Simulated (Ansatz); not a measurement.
Start from Si in the diamond structure (space group Fd-3m, No. 227; a = 5.470 Å).

The change: cell and atoms relaxed at a pressure of 1.8 GPa.

All numbers come from PBE/PAW in Ansatz (an electronic-structure program), without spin-orbit coupling, earlier PAW set.

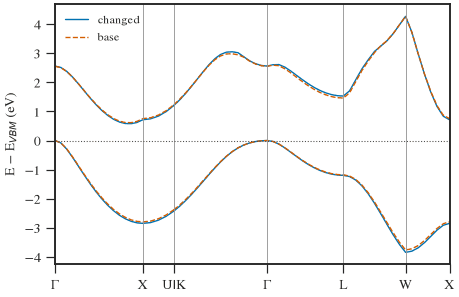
*Highest valence and lowest conduction band along the path, each from its own valence-band maximum*

Problem. Read the changed gap and its character from the plot.

Solution. About 0.6 eV, indirect, Γ → Γ–X (87 % along).

Load acts through the strain it causes; cell and atoms are relaxed under it. Stability against distortions was not tested.
